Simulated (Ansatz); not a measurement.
**FHO₃W: basis-set convergence**

How large a basis does FHO₃W need? Two functionals are run in growing sets.

Computed with Ansatz 0.2.0, Gaussian basis. Level: one geometry, several basis sets.

Levels to be run: PBE0-D4/def2-SVP; ωB97M-V/def2-SVP; PBE0-D4/def2-QZVPP; ωB97M-V/def2-QZVPP; the functionals' def2-TZVPP values are taken from earlier runs.

## Step 1: The relaxed structure

The geometry comes from an earlier relaxation with PBE0-D4 in a triple-zeta def2 set; it is a stationary point. W takes the def2 core potential; no spin-orbit term is included.

SMILES `[O]=[W](=[O])([OH])[F]`, 6 atoms, charge 0, spin multiplicity 1.

Atoms are counted from 1 here; the program's logs count them from 0.

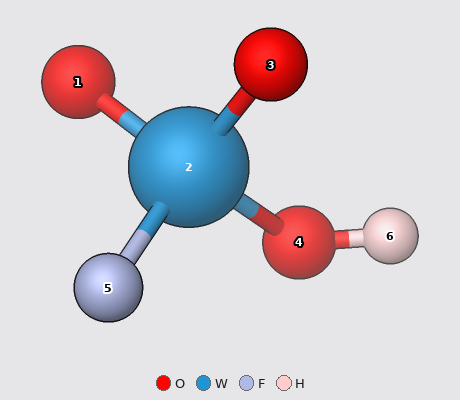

The geometry (oxygen red, tungsten blue, fluorine light blue, hydrogen pink); atoms are numbered from 1 in the order of the file.

As a file:

```
O    -0.20153   -1.88020   -0.50320
W     0.29329   -0.28469   -0.19259
O     1.31193   -0.31278    1.16617
O    -1.22467    0.74402    0.18201
F     1.22558    0.37676   -1.65642
H    -1.36251    1.29278    0.95784
```

## Step 2: PBE0-D4 in def2-SVP

File in.yaml:

```yaml
crystal:
  periodic: [false, false, false]
  atoms:
    - {symbol: O, position_ang: [-0.201528, -1.880201, -0.503203]}
    - {symbol: W, position_ang: [0.293295, -0.284688, -0.192590]}
    - {symbol: O, position_ang: [1.311934, -0.312775, 1.166166]}
    - {symbol: O, position_ang: [-1.224672, 0.744024, 0.182007]}
    - {symbol: F, position_ang: [1.225585, 0.376758, -1.656419]}
    - {symbol: H, position_ang: [-1.362515, 1.292781, 0.957838]}
basis:
  gaussian: {orbitals: def2-SVP}
hamiltonian: {xc: pbe0, dispersion: d4}
output: {orbitals: {seedname: orbitals}}
```

Run with:

```
ansatz run in.yaml --threads 4 --pin off --events-out ev --progress --plain --max-ram 10444MiB
```

The runs that follow: ωB97M-V in def2-SVP; PBE0-D4 in def2-QZVPP; ωB97M-V in def2-QZVPP.

**Question.** What will the summary of the whole plan be? Wanted: PBE0-D4: double and triple zeta above quadruple; ωB97M-V: double and triple zeta above quadruple.

**Answer**, as computed:

```
                                       quantity           value
PBE0-D4: double and triple zeta above quadruple  12.27, 0.50 eV
ωB97M-V: double and triple zeta above quadruple  12.51, 0.47 eV
```

**Reading.** For PBE0-D4 the step from double to triple zeta gains 11.77 eV and the next only 0.50 eV. These are total energies; as a rule much of such shifts cancels in differences, which this series doesn't test.
